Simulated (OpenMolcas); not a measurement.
**CH₃FSi: single-point calculation (part 2 of 2)**

The same run, continued: CH₃FSi; NEVPT2/ANO-RCC-VDZ, DKH2 (OpenMolcas 26.06). The geometry is that of the parent species in another charge or spin state. The geometry comes from this level: GFN2-xTB.

Geometry of the input (Å):
```
F  0.2241  -1.9725  1.1874
C  0.7168  -1.0617  0.3725
Si -0.0929  0.4683  -0.2645
H  -1.2963  0.1389  -1.0406
H  0.9336  1.0771  -1.0987
H  -0.4854  1.3498  0.8438
```

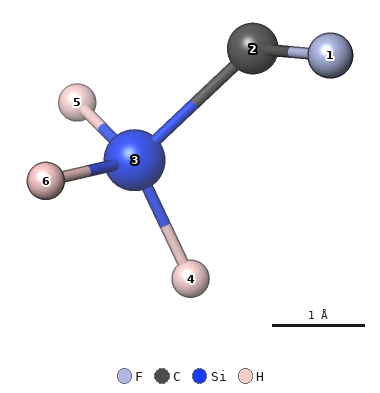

Figure 1. The input geometry (ball-and-stick view, seen at a tilt; atoms are numbered from 1 in the order of the input).

What the program printed, continued:
```
          iter iter root      energy       change     param      element    value   shift minimum  type update hh:mm:ss
 Nr of preliminary CI iterations:   6
        1   1   70    1  -428.57664492    0.00E+00  -2.49E-01*  16  30 1  7.47E-02*  0.13   0.00    SX    NO    0:00:00
        2   4   18    1  -428.59757790   -2.09E-02*  9.32E-02   16  30 1  1.31E-02*  0.10   0.00    SX    NO    0:00:00
        3   3   10    1  -428.60089550   -3.32E-03*  4.29E-02   13  29 1  5.90E-03*  0.09   0.00    SX    NO    0:00:00
        4   4   10    1  -428.60183001   -9.35E-04*  2.10E-02   13  29 1  2.98E-03*  0.09   0.00    SX    NO    0:00:00
        5   4   10    1  -428.60214043   -3.10E-04*  2.35E-02   16  23 1 -1.52E-03*  0.09   2.28    LS   YES    0:00:00
        6   5   10    1  -428.60230076   -1.60E-04* -1.17E-02   13  36 1  1.15E-03*  0.08   1.30    QN   YES    0:00:00
        7   4    9    1  -428.60233357   -3.28E-05* -1.09E-02   13  29 1 -3.97E-04*  0.08   1.68    QN   YES    0:00:00
        8   6    9    1  -428.60234967   -1.61E-05* -5.42E-03   16  36 1 -3.34E-04*  0.08   1.43    QN   YES    0:00:00
        9   5    9    1  -428.60235546   -5.80E-06* -4.99E-03   16  36 1 -3.34E-04*  0.08   1.63    QN   YES    0:00:00
       10   5    9    1  -428.60235914   -3.68E-06*  9.31E-03    9  17 1 -1.66E-04*  0.08   1.96    QN   YES    0:00:00
       11   6    9    1  -428.60236356   -4.43E-06* -2.12E-02   16  36 1  2.25E-04*  0.08   2.38    QN   YES    0:00:00
       12   7    9    1  -428.60237189   -8.32E-06* -5.48E-02   16  36 1  6.96E-04*  0.08   2.50    QN   YES    0:00:00
       13   8   10    1  -428.60239467   -2.28E-05* -2.52E-01*  16  36 1  1.48E-03*  0.08   2.50    QN   YES    0:00:00
       14   8   11    1  -428.60276001   -3.65E-04* -1.59E-01*  16  36 1  7.18E-03*  0.06   2.50    LS   YES    0:00:00
       15   6   12    1  -428.60321291   -4.53E-04* -2.39E-01*  16  36 1  1.19E-02*  0.05   1.57    QN   YES    0:00:00
       16   6   15    1  -428.60295881    2.54E-04* -2.39E-02   16  33 1 -2.13E-02*  0.04   0.44    SX   YES    0:00:00
       17   5   11    1  -428.60468804   -1.73E-03* -2.89E-02   16  33 1 -1.32E-02*  0.04   2.50    LS   YES    0:00:00
       18   4   12    1  -428.60576916   -1.08E-03*  7.79E-02    9  17 1  4.99E-03*  0.04   1.48    QN   YES    0:00:00
       19   5   12    1  -428.60618546   -4.16E-04* -1.91E-02   13  36 1  2.40E-03*  0.03   1.46    QN   YES    0:00:00
       20   4   12    1  -428.60631973   -1.34E-04* -1.41E-02   16  33 1  5.98E-03*  0.03   1.22    QN   YES    0:00:00
       21   4   12    1  -428.60634134   -2.16E-05*  6.22E-03   16  33 1  6.11E-03*  0.03   1.18    QN   YES    0:00:00
       22   5   12    1  -428.60633589    5.45E-06*  7.83E-03   16  33 1  5.93E-03*  0.03  -0.36    SX   YES    0:00:00
       23   5   11    1  -428.60646175   -1.26E-04*  1.10E-02   16  33 1  3.10E-03*  0.03   2.50    LS   YES    0:00:00
       24   4   11    1  -428.60653987   -7.81E-05* -1.26E-02    9  17 1  1.41E-03*  0.03   1.17    QN   YES    0:00:00
       25   4   10    1  -428.60658328   -4.34E-05* -1.40E-02    9  17 1  9.23E-04*  0.03   1.68    QN   YES    0:00:00
       26   5   10    1  -428.60660758   -2.43E-05* -1.21E-02   16  30 1 -8.47E-04*  0.03   1.62    QN   YES    0:00:00
       27   5   10    1  -428.60662230   -1.47E-05* -8.81E-03   16  27 1  7.70E-04*  0.03   1.75    QN   YES    0:00:00
       28   6   10    1  -428.60663113   -8.83E-06*  2.92E-03   16  27 1  5.88E-04*  0.03   1.56    QN   YES    0:00:00
       29   5    9    1  -428.60663447   -3.34E-06* -9.48E-04   16  33 1  3.01E-04*  0.03   1.53    QN   YES    0:00:00
       30   5    8    1  -428.60663576   -1.29E-06*  6.75E-04   16  33 1  1.72E-04*  0.03   1.49    QN   YES    0:00:00
       31   5    8    1  -428.60663625   -4.89E-07*  4.64E-04   16  27 1 -6.49E-05   0.03   1.40    QN   YES    0:00:00
       32   5    8    1  -428.60663638   -1.35E-07*  2.29E-04   16  27 1 -4.87E-05   0.03   1.31    QN   YES    0:00:00
       33   3    7    1  -428.60663641   -2.41E-08*  1.35E-04   16  27 1 -1.66E-05   0.03   1.27    QN   YES    0:00:00
       34   1    6    1  -428.60663641   -3.00E-09  -1.06E-04   16  30 1 -9.73E-06   0.03   0.98    QN   YES    0:00:00
      Convergence after 34 iterations
       35   3    6    1  -428.60663641   -8.12E-10  -1.06E-04    3  33 1 -4.58E-06   0.03   0.98    QN   YES    0:00:00

      ************************************************************************************************************************
                                                      Wave function printout:
                       occupation of active orbitals, and spin coupling of open shells (u,d: Spin up or down)
      ************************************************************************************************************************

      Note: transformation to natural orbitals
      has been made, which may change the order of the CSFs.

      printout of CI-coefficients larger than  0.05 for root  1
      energy=    -428.606636
      conf/sym  1111111111     Coeff  Weight
             1  2222200000   0.96632 0.93378
            32  2222000200  -0.07877 0.00620
            90  u222du0d00   0.06605 0.00436
           143  2u2d20u00d   0.05931 0.00352
           221  2022200002  -0.05220 0.00273
           237  0222220000  -0.07772 0.00604
           283  u222ud0d00  -0.08228 0.00677

      Natural orbitals and occupation numbers for root  1
      sym 1:   1.967921   1.970271   1.981836   1.978131   1.965062   0.039797   0.018997   0.035717   0.014855   0.027413

      ************************************************************************************************************************
      *                                                    Final results                                                     *
      ************************************************************************************************************************

++    Final optimization conditions:
      ------------------------------

      Average CI energy                            -428.60663641
      RASSCF energy for state  1                   -428.60663641
      Super-CI energy                                -0.00000000
      RASSCF energy change                            0.00000000
      Max change in MO coefficients              -1.454E-04
      Max non-diagonal density matrix element    -1.060E-04
      Maximum BLB matrix element                 -4.582E-06
      (orbital pair   3,  33 in symmetry   1)
      Norm of electronic gradient            9.121E-06
--

      Final state energy(ies):
      ------------------------

::    RASSCF root number  1 Total energy:   -428.60663641
      Von Neumann Entropy (Root   1) =  0.51528

      Mulliken population analysis for root number:  1
      -----------------------------------------------

++    Molecular charges:
      ------------------

      Mulliken charges per centre
      ---------------------------

                F1      C2      SI3     H4      H5      H6
      Total    9.2143  6.1582 13.0625  1.1853  1.1643  1.2154

      N-E     -0.2143 -0.1582  0.9375 -0.1853 -0.1643 -0.2154

      Total electronic charge=   32.000000

      Total            charge=   -0.000000
--

      Expectation values of various properties for root number:  1
      -----------------------------------------------------------

++    Molecular properties:
      ---------------------

      Charge (e):
                      =   -0.0000
      Dipole Moment (debye):
      Origin of the operator (angstrom)=    0.1517   -0.5569    0.2956
                   X= -1.7439E+00               Y=  1.5285E+00               Z= -3.3846E-01           Total=  2.3435E+00
      Quadrupole Moment (debye*angstrom):
      Origin of the operator (angstrom)=    0.1517   -0.5569    0.2956
                  XX= -2.9866E+01              XY=  1.3691E+00              XZ=  1.1403E+00              YY= -2.7797E+01
                  YZ=  4.3454E-01              ZZ= -2.6589E+01
      In traceless form (debye*angstrom)
                  XX= -2.6730E+00              XY=  2.0537E+00              XZ=  1.7105E+00              YY=  4.3045E-01
                  YZ=  6.5181E-01              ZZ=  2.2426E+00
--

      LoProp population analysis for root number:  1
      -----------------------------------------------

++    LoProp analysis:
      ----------------

++    Static properties:
      ------------------

      LoProp Charges per center

                   F1       C2       SI3      H4       H5       H6
      Nuclear      9.0000   6.0000  14.0000   1.0000   1.0000   1.0000
      Electronic  -9.1222  -6.1034 -13.5435  -1.0748  -1.0682  -1.0880

      Total       -0.1222  -0.1034   0.4565  -0.0748  -0.0682  -0.0880
--

      Natural Bond Order analysis for root number:  1

++    Natural Bond Order analysis
      ---------------------------
      Based on LoProp computed density
      -------------------------------------------------------------------------------------
      Atom A       Atom B       Bond Order
      -------------------------------------------------------------------------------------
      NBO located      1.000 non-bonded electrons on atom F1
      NBO located      0.940 non-bonded electrons on atom F1
      NBO located      0.998 non-bonded electrons on atom C2
      NBO located      1.003 non-bonded electrons on atom SI3
      NBO located      1.000 non-bonded electrons on atom SI3
      NBO located      0.998 non-bonded electrons on atom SI3
      NBO located      0.997 non-bonded electrons on atom SI3
      NBO located      0.998 non-bonded electrons on atom SI3
      The remaining    9.043 electrons are to be considered as diffuse
--

--

      Average orbitals are written to the RASORB file
      Natural orbitals for root   1 are written to the RASORB.1 file
      Spin density orbitals for root   1 are written to the SPDORB.1 file

--- Stop Module: rasscf /rc=_RC_ALL_IS_WELL_ ---
--- Module rasscf spent 9 seconds ---

--- Start Module: caspt2 ---

                                              &CASPT2

                       available to each process: 1.9 GB of memory, 1 thread

++    Wave function specifications:
      -----------------------------

      Number of closed shell electrons          14
      Number of electrons in active shells      10
      Max number of holes in RAS1 space          0
      Max number of electrons in RAS3 space      0
      Number of inactive orbitals                7
      Number of active orbitals                 10
      Number of secondary orbitals              16
      Spin quantum number                      0.0
      State symmetry                             1
      Number of CSFs                         19404
      Number of CASSCF root(s) available         1
      NEVPT2 state passed to geometry opt.       1
      A file JOBMIX will be created
      This is a CASSCF or RASSCF reference function
--

++    Orbital specifications:
      -----------------------

      Symmetry species                           1
                                                 a
      Frozen orbitals                            4
      Inactive orbitals                          7
      Active orbitals                           10
      Secondary orbitals                        16
      Deleted orbitals                           0
      Number of basis functions                 37
--

++    NEVPT2 specifications:
      ----------------------

      Type of calculation                        SS-NEVPT2
      Internal contraction for energies          partially and strongly contracted
                                                 (PC-NEVPT2 and SC-NEVPT2)
      Denominator threshold for SC-NEVPT2        1.00E-09
      Fock operator                              state-specific
      0th-order Hamiltonian                      DYALL
      IPEA shift                                 0.00
      Real shift                                 0.00
      Imaginary shift                            0.00
      The input orbitals will be transformed to quasi-canonical
--

--------------------------------------------------------------------------------
 Estimated memory requirements:
  POLY3 :                  3551880
  RHS:                      784678
  SIGMA :                   339600
  PRPCTL:                        0
 Available workspace:    232438579

++ NEVPT2 computation for group   1

********************************************************************************
 Multi-State initialization phase begins for group   1
--------------------------------------------------------------------------------
********************************************************************************
 Compute H0 matrices for state    1
--------------------------------------------------------------------------------
--------------------------------------------------------------------------------
 H0 matrices have been computed.

********************************************************************************
  NEVPT2 EQUATION SOLUTION
--------------------------------------------------------------------------------

  Total nr of NEVPT2 parameters:
   Before reduction:       92853
   After  reduction:       92511

 Variance of |WF0>:       0.4233891345
-----------------------------------------------------------------------------------------------------------------------------

  FINAL PC-NEVPT2 RESULT:

      Reference energy:        -428.6066364102
      E2 (Non-variational):      -0.1295547612
      E2 (Variational):          -0.1295547612
      Total energy:            -428.7361911714
      Residual norm:              0.0000000000
      Reference weight:           0.95420

      Contributions to the PC-NEVPT2 correlation energy
      Active & Virtual Only:         -0.0262892205
      One Inactive Excited:          -0.0581995949
      Two Inactive Excited:          -0.0450659459

  FINAL SC-NEVPT2 RESULT:

      Reference energy:        -428.6066364102
      E2 (Non-variational):      -0.1275124378
      E2 (Variational):          -0.1275124378
      Total energy:            -428.7341488481
      Residual norm:              0.0000000000
      Reference weight:           0.95657

      Contributions to the SC-NEVPT2 correlation energy
      Active & Virtual only:         -0.0249224798
      One Inactive Excited:          -0.0575424318
      Two Inactive Excited:          -0.0450475263

   (Skip denominator check etc. with SC-NEVPT2 wavefunction)

   (Skipping property calculation,
    use PROP keyword to activate)
--

  Total SC-NEVPT2 energies:
::    SC-NEVPT2 Root  1     Total energy:   -428.73414885

  A NEW JOBIPH FILE NAMED 'JOBMIX' IS PREPARED.
********************************************************************************
--- Stop Module: caspt2 /rc=_RC_ALL_IS_WELL_ ---
--- Module caspt2 spent 11 seconds ---

.##################.
.# Happy landing! #.
.##################.

    Timing: Wall=22.53 User=21.53 System=0.80
```

Key numbers:

```csv
quantity,value
outcome,converged
total energy,−428.734149 hartree
basis functions,37
wall time,23 s
peak memory,0.41 GiB
```
